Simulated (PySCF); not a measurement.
```xyz
8

Si    0.0254   -0.7038   -1.1958
Cl    0.3347    0.0838   -3.0554
Cl   -0.2697   -2.7122   -1.4174
S    -1.5906    0.2426   -0.1714
Si    0.0092    0.6823    1.1752
Cl   -0.3007   -0.1015    3.0363
Cl    0.3054    2.6911    1.3920
S     1.6245   -0.2680    0.1528
```

Geometry: PBE0-D3(BJ)/def2-SVP.

Method: PBE0/pcSseg-1, SCF density, gas phase, non-relativistic (PySCF 2.14.0).

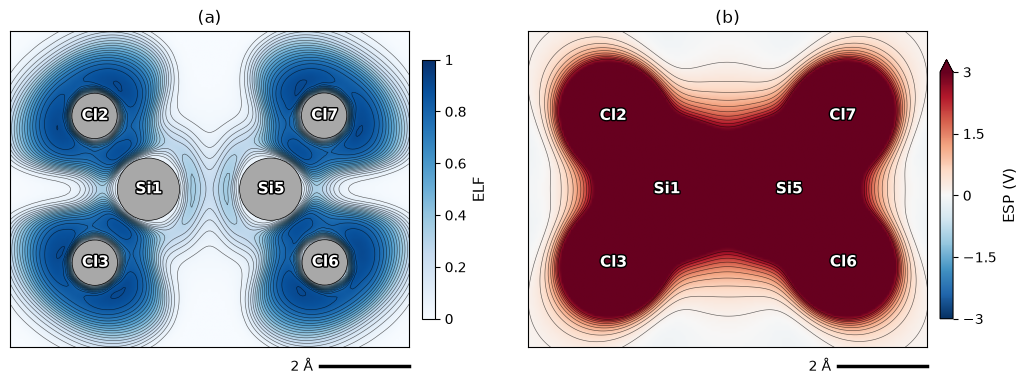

Cl4S2Si2 (cyclo-(Cl2SiS)2). (a) electron localisation function; (b) molecular electrostatic potential on the plane of atoms Cl2, Si1 and Cl3. Grey discs cover the atomic cores in the ELF map.

Question: What does the map show?

Answer: The section cuts through Si and Cl sites. Si–Cl (2.04 Å): the ELF peaks at about 0.90 between the atoms, as expected for a polar covalent bond. The ELF also peaks beside Cl3, Cl6, Cl7 and Cl2, away from the bonds: lone-pair regions. The potential has no marked negative region in this plane.
